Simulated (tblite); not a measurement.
**Run report: Si₂PH₈O (charge +1), geometry relaxation (part 2 of 2)**

Si₂PH₈O, charge +1; GFN2-xTB geometry optimisation, gas phase (tblite 0.8.0). 

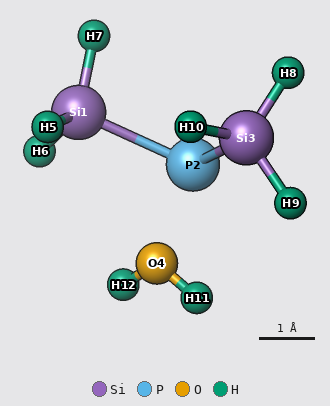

Fig. 1: The geometry at step 133 of the log (ball-and-stick view, seen at a tilt; atoms are numbered from 1 in the order of the input).

## Trajectory as extended XYZ, continued
```
12
Properties=species:S:1:pos:R:3:forces:R:3 step=84 energy=-372.43428
Si    1.8769   -0.7445    0.1469    0.0010   0.0120   0.0140
P     0.1245    0.2375   -0.9852   -0.0090  -0.0010  -0.0090
Si   -1.8048   -0.7429   -0.2023    0.0010  -0.0180   0.0000
O     0.0033    1.8218    0.2326    0.0540  -0.0210  -0.0110
H     1.4886   -0.8376    1.5529    0.0090  -0.0070  -0.0190
H     2.9933    0.1735   -0.0730   -0.0300   0.0080   0.0030
H     1.9984   -2.0195   -0.5475   -0.0090  -0.0100   0.0070
H    -2.1518   -1.6341   -1.2996    0.0120  -0.0020   0.0110
H    -2.6847    0.4226   -0.0653   -0.0080   0.0170  -0.0140
H    -1.5934   -1.3992    1.0841    0.0160  -0.0020  -0.0030
H    -0.8699    2.2515    0.1907   -0.0490   0.0310   0.0110
H     0.6805    2.4919    0.0238    0.0120  -0.0070   0.0100
12
Properties=species:S:1:pos:R:3:forces:R:3 step=91 energy=-372.43537
Si    1.8717   -0.7458    0.1354   -0.0060   0.0110   0.0090
P     0.1189    0.2423   -0.9904   -0.0020   0.0020  -0.0060
Si   -1.8029   -0.7432   -0.1963    0.0000   0.0010  -0.0090
O    -0.0160    1.8222    0.2337   -0.0110  -0.0250   0.0240
H     1.4926   -0.8539    1.5419   -0.0020   0.0050   0.0050
H     2.9794    0.1832   -0.0807   -0.0130   0.0020   0.0010
H     1.9945   -2.0228   -0.5548   -0.0040   0.0020  -0.0110
H    -2.1348   -1.6566   -1.2794    0.0050  -0.0120   0.0030
H    -2.6939    0.4177   -0.0902   -0.0020  -0.0080   0.0010
H    -1.5780   -1.3783    1.0987    0.0010   0.0100  -0.0040
H    -0.8694    2.2846    0.1372    0.0080   0.0110   0.0050
H     0.6988    2.4716    0.1031    0.0250   0.0010  -0.0180
12
Properties=species:S:1:pos:R:3:forces:R:3 step=98 energy=-372.43646
Si    1.8592   -0.7418    0.1351    0.0030  -0.0050  -0.0190
P     0.1123    0.2454   -0.9983   -0.0010   0.0140   0.0140
Si   -1.8024   -0.7444   -0.2009   -0.0210   0.0140   0.0010
O    -0.0084    1.8150    0.2414    0.0100  -0.0040  -0.0170
H     1.4864   -0.8517    1.5424   -0.0150   0.0060   0.0120
H     2.9550    0.2008   -0.0811    0.0110  -0.0040   0.0010
H     1.9864   -2.0193   -0.5544    0.0070   0.0130  -0.0050
H    -2.1263   -1.6720   -1.2737   -0.0040  -0.0140  -0.0060
H    -2.6999    0.4128   -0.1002    0.0040  -0.0270  -0.0010
H    -1.5626   -1.3669    1.0971   -0.0080   0.0050   0.0090
H    -0.8553    2.2919    0.1546    0.0200   0.0020   0.0050
H     0.7165    2.4511    0.0963   -0.0060   0.0000   0.0060
12
Properties=species:S:1:pos:R:3:forces:R:3 step=105 energy=-372.43764
Si    1.8448   -0.7350    0.1191   -0.0040   0.0020  -0.0110
P     0.0980    0.2630   -1.0054   -0.0040  -0.0410  -0.0050
Si   -1.8055   -0.7496   -0.1997   -0.0020  -0.0090  -0.0120
O    -0.0227    1.8064    0.2549    0.0140   0.0940  -0.0010
H     1.4664   -0.8535    1.5262    0.0010  -0.0010  -0.0200
H     2.9422    0.2096   -0.0841    0.0060   0.0070   0.0070
H     1.9841   -1.9993   -0.5901    0.0010  -0.0040   0.0060
H    -2.0982   -1.7252   -1.2397    0.0110   0.0020   0.0070
H    -2.7373    0.3785   -0.1372   -0.0130   0.0100  -0.0080
H    -1.5472   -1.3141    1.1210   -0.0080  -0.0100   0.0120
H    -0.8200    2.3471    0.0934    0.0360  -0.0190   0.0170
H     0.7563    2.3930    0.1998   -0.0380  -0.0290   0.0060
12
Properties=species:S:1:pos:R:3:forces:R:3 step=112 energy=-372.43860
Si    1.8369   -0.7301    0.1071    0.0010  -0.0080   0.0020
P     0.0808    0.2671   -0.9992   -0.0040   0.0130  -0.0010
Si   -1.8177   -0.7593   -0.1951    0.0210  -0.0090  -0.0010
O    -0.0268    1.8209    0.2638    0.0120   0.0120  -0.0040
H     1.4680   -0.8696    1.5151    0.0050   0.0030  -0.0200
H     2.9326    0.2190   -0.0891   -0.0060   0.0080   0.0080
H     1.9795   -1.9858   -0.6161    0.0020  -0.0080   0.0020
H    -2.0656   -1.7672   -1.2168    0.0090   0.0040   0.0090
H    -2.7777    0.3443   -0.1760   -0.0140   0.0140  -0.0030
H    -1.5534   -1.2879    1.1398   -0.0190  -0.0060   0.0070
H    -0.7801    2.4072    0.0627    0.0030  -0.0120   0.0030
H     0.7845    2.3623    0.2621   -0.0110  -0.0110  -0.0030
12
Properties=species:S:1:pos:R:3:forces:R:3 step=119 energy=-372.43906
Si    1.8348   -0.7292    0.0986   -0.0040  -0.0020   0.0060
P     0.0753    0.2715   -0.9996   -0.0090  -0.0050  -0.0070
Si   -1.8195   -0.7591   -0.1919   -0.0010  -0.0040   0.0050
O    -0.0179    1.8213    0.2665   -0.0120  -0.0260   0.0080
H     1.4627   -0.8675    1.5047    0.0000  -0.0050   0.0070
H     2.9243    0.2295   -0.0855    0.0010   0.0010  -0.0070
H     1.9822   -1.9871   -0.6195    0.0050   0.0050  -0.0050
H    -2.0508   -1.7756   -1.2090    0.0070   0.0010   0.0020
H    -2.7928    0.3340   -0.1863    0.0070   0.0050  -0.0040
H    -1.5667   -1.2835    1.1473   -0.0070   0.0060  -0.0020
H    -0.7682    2.4121    0.0698   -0.0070   0.0060   0.0000
H     0.7975    2.3547    0.2631    0.0180   0.0200  -0.0020
12
Properties=species:S:1:pos:R:3:forces:R:3 step=126 energy=-372.43926
Si    1.8354   -0.7303    0.1009   -0.0020   0.0050  -0.0040
P     0.0735    0.2693   -0.9964    0.0110  -0.0080   0.0040
Si   -1.8214   -0.7594   -0.1905   -0.0070   0.0010   0.0040
O    -0.0128    1.8216    0.2677    0.0070   0.0080  -0.0010
H     1.4665   -0.8706    1.5078    0.0010  -0.0030   0.0000
H     2.9226    0.2304   -0.0891   -0.0020  -0.0010   0.0000
H     1.9863   -1.9862   -0.6201    0.0010   0.0020  -0.0020
H    -2.0459   -1.7739   -1.2114    0.0000   0.0030   0.0030
H    -2.7896    0.3388   -0.1875    0.0040  -0.0050  -0.0040
H    -1.5812   -1.2891    1.1490    0.0000   0.0090  -0.0030
H    -0.7704    2.4068    0.0811   -0.0080  -0.0050   0.0030
H     0.7978    2.3636    0.2470   -0.0040  -0.0070   0.0010
12
Properties=species:S:1:pos:R:3:forces:R:3 step=133 energy=-372.43939
Si    1.8344   -0.7296    0.0997    0.0140  -0.0020  -0.0050
P     0.0733    0.2660   -0.9971    0.0010   0.0170  -0.0030
Si   -1.8218   -0.7580   -0.1894   -0.0160   0.0120   0.0030
O    -0.0097    1.8182    0.2681   -0.0010  -0.0020   0.0010
H     1.4634   -0.8738    1.5054    0.0050  -0.0040   0.0030
H     2.9187    0.2346   -0.0903   -0.0020  -0.0020   0.0070
H     1.9906   -1.9824   -0.6253    0.0020  -0.0040  -0.0010
H    -2.0409   -1.7775   -1.2056   -0.0040  -0.0100  -0.0020
H    -2.7924    0.3385   -0.1976    0.0080  -0.0060  -0.0030
H    -1.5854   -1.2768    1.1545    0.0000   0.0050   0.0030
H    -0.7702    2.4018    0.0878    0.0090  -0.0020   0.0010
H     0.8010    2.3600    0.2482   -0.0140  -0.0010  -0.0040
12
Properties=species:S:1:pos:R:3:forces:R:3 step=140 energy=-372.44013
Si    1.8406   -0.7330    0.0841   -0.0100  -0.0080  -0.0110
P     0.0682    0.2672   -0.9935   -0.0020  -0.0140   0.0120
Si   -1.8329   -0.7510   -0.1848    0.0150   0.0150  -0.0220
O    -0.0146    1.8065    0.2843    0.0130  -0.0010   0.0010
H     1.4819   -0.9174    1.4877   -0.0070  -0.0020   0.0120
H     2.9092    0.2516   -0.0835    0.0130   0.0120   0.0000
H     2.0147   -1.9665   -0.6687    0.0000  -0.0030  -0.0070
H    -2.0135   -1.8184   -1.1594    0.0000  -0.0090   0.0220
H    -2.8150    0.3300   -0.2753   -0.0110   0.0060   0.0040
H    -1.6178   -1.1872    1.1921    0.0010  -0.0070  -0.0130
H    -0.7638    2.4022    0.0976   -0.0050   0.0030   0.0000
H     0.8038    2.3368    0.2778   -0.0070   0.0080   0.0020
12
Properties=species:S:1:pos:R:3:forces:R:3 step=147 energy=-372.44060
Si    1.8449   -0.7372    0.0739   -0.0010   0.0000   0.0000
P     0.0684    0.2659   -0.9922    0.0010   0.0010  -0.0030
Si   -1.8385   -0.7406   -0.1869    0.0000   0.0010   0.0010
O    -0.0156    1.7984    0.2944    0.0000  -0.0040   0.0000
H     1.4877   -0.9456    1.4751   -0.0030  -0.0040  -0.0010
H     2.9028    0.2632   -0.0784    0.0020  -0.0020   0.0040
H     2.0328   -1.9555   -0.7004   -0.0020   0.0010  -0.0010
H    -1.9979   -1.8530   -1.1130    0.0010  -0.0010   0.0010
H    -2.8293    0.3276   -0.3275   -0.0020  -0.0030   0.0000
H    -1.6377   -1.1270    1.2067    0.0040   0.0000   0.0010
H    -0.7607    2.3980    0.1040   -0.0060   0.0030   0.0000
H     0.8038    2.3267    0.3027    0.0070   0.0080  -0.0020
12
Properties=species:S:1:pos:R:3:forces:R:3 step=154 energy=-372.44082
Si    1.8481   -0.7406    0.0761   -0.0030   0.0010  -0.0010
P     0.0731    0.2649   -0.9922   -0.0050   0.0050   0.0050
Si   -1.8387   -0.7358   -0.1892   -0.0020   0.0040   0.0080
O    -0.0050    1.7984    0.2947    0.0030   0.0060  -0.0030
H     1.4873   -0.9648    1.4738   -0.0030   0.0020  -0.0030
H     2.9049    0.2625   -0.0677   -0.0040  -0.0070   0.0060
H     2.0386   -1.9529   -0.7070    0.0000  -0.0020  -0.0060
H    -1.9976   -1.8561   -1.1051    0.0060  -0.0060  -0.0050
H    -2.8342    0.3271   -0.3384    0.0070   0.0030  -0.0050
H    -1.6430   -1.1085    1.2087    0.0070  -0.0030   0.0060
H    -0.7727    2.3787    0.1365   -0.0020  -0.0020  -0.0010
H     0.8002    2.3480    0.2681   -0.0040  -0.0010  -0.0010
12
Properties=species:S:1:pos:R:3:forces:R:3 step=161 energy=-372.44101
Si    1.8450   -0.7436    0.0754    0.0010  -0.0060   0.0020
P     0.0732    0.2681   -0.9932    0.0070   0.0020   0.0060
Si   -1.8369   -0.7342   -0.1870    0.0110  -0.0120  -0.0020
O    -0.0002    1.8020    0.2941   -0.0040  -0.0060  -0.0050
H     1.4782   -0.9721    1.4711   -0.0050  -0.0030  -0.0060
H     2.9067    0.2556   -0.0544   -0.0060   0.0000  -0.0030
H     2.0373   -1.9517   -0.7144   -0.0040   0.0040   0.0010
H    -1.9936   -1.8581   -1.1005    0.0060   0.0090   0.0070
H    -2.8320    0.3282   -0.3436    0.0030  -0.0010   0.0060
H    -1.6350   -1.1054    1.2113   -0.0060   0.0060  -0.0060
H    -0.7791    2.3705    0.1488    0.0040   0.0060   0.0010
H     0.7972    2.3617    0.2507   -0.0060   0.0010  -0.0020
12
Properties=species:S:1:pos:R:3:forces:R:3 step=168 energy=-372.44123
Si    1.8441   -0.7525    0.0759   -0.0060   0.0020  -0.0030
P     0.0800    0.2725   -0.9924   -0.0070  -0.0010  -0.0010
Si   -1.8281   -0.7304   -0.1845   -0.0030  -0.0090  -0.0060
O     0.0030    1.8088    0.2923   -0.0010  -0.0050   0.0010
H     1.4658   -1.0004    1.4646    0.0000  -0.0050   0.0020
H     2.9059    0.2475   -0.0371    0.0050   0.0020   0.0010
H     2.0363   -1.9490   -0.7317   -0.0020   0.0020   0.0020
H    -1.9795   -1.8643   -1.0862    0.0090   0.0080   0.0070
H    -2.8273    0.3259   -0.3561    0.0020   0.0010   0.0070
H    -1.6341   -1.0847    1.2193   -0.0010   0.0050  -0.0070
H    -0.7910    2.3616    0.1705   -0.0060  -0.0030  -0.0050
H     0.7857    2.3861    0.2238    0.0090   0.0020   0.0000
12
Properties=species:S:1:pos:R:3:forces:R:3 step=175 energy=-372.44136
Si    1.8392   -0.7540    0.0695    0.0050   0.0010   0.0030
P     0.0778    0.2788   -0.9941   -0.0040  -0.0040  -0.0040
Si   -1.8267   -0.7284   -0.1831   -0.0060   0.0060   0.0020
O    -0.0012    1.8091    0.2954    0.0060   0.0070   0.0030
H     1.4593   -1.0210    1.4544    0.0010   0.0000   0.0000
H     2.9007    0.2484   -0.0298   -0.0020  -0.0020   0.0020
H     2.0361   -1.9419   -0.7495   -0.0010   0.0020  -0.0020
H    -1.9576   -1.8811   -1.0630    0.0000   0.0020  -0.0010
H    -2.8356    0.3155   -0.3742    0.0050  -0.0080   0.0010
H    -1.6333   -1.0533    1.2277    0.0000   0.0010  -0.0020
H    -0.7869    2.3707    0.1600    0.0000  -0.0010  -0.0020
H     0.7893    2.3782    0.2448   -0.0030  -0.0040   0.0000
12
Properties=species:S:1:pos:R:3:forces:R:3 step=176 energy=-372.44137
Si    1.8390   -0.7538    0.0692    0.0020  -0.0010   0.0020
P     0.0775    0.2791   -0.9939   -0.0050  -0.0040  -0.0030
Si   -1.8270   -0.7284   -0.1826    0.0000   0.0020  -0.0020
O    -0.0010    1.8094    0.2958    0.0030   0.0070   0.0010
H     1.4587   -1.0218    1.4536    0.0010   0.0000   0.0030
H     2.9010    0.2480   -0.0291   -0.0010   0.0010   0.0020
H     2.0358   -1.9412   -0.7504   -0.0010   0.0000  -0.0030
H    -1.9562   -1.8813   -1.0626   -0.0010   0.0020   0.0000
H    -2.8367    0.3141   -0.3745    0.0010  -0.0030   0.0000
H    -1.6338   -1.0524    1.2284    0.0000   0.0000   0.0010
H    -0.7863    2.3714    0.1591    0.0010  -0.0020   0.0000
H     0.7898    2.3780    0.2453   -0.0010  -0.0030   0.0000
```

The run was set up as follows.

## Input file
```
{"job": {"kind": "relax", "xc": "GFN2-xTB", "basis": "xTB"}, "charge": 1, "multiplicity": 1}
Si     1.863839    -0.766512     0.291277
P      0.109561     0.362991    -0.245735
Si    -1.772295    -0.620175    -0.231859
O      0.144087     2.029422    -0.086671
H      1.945949    -1.046646     1.728161
H      3.098132    -0.025602    -0.021031
H      1.909178    -2.034014    -0.451766
H     -2.024873    -1.251079    -1.574508
H     -2.880510     0.272949     0.098501
H     -1.836854    -1.738789     0.722643
H     -0.257973     2.391983     0.746054
H     -0.237360     2.446432    -0.916769
```

The first line tells a small driver script what to run in tblite; the rest is the geometry in Å.

Command:
```bash
OMP_NUM_THREADS=1 python <driver script> task.json out
```

## Summary

```csv
quantity,value
outcome,converged
total energy,−372.4414 eV
hardware,"1 CPU thread, shared host"
wall time,1.9 s
peak memory,0.18 GiB
```
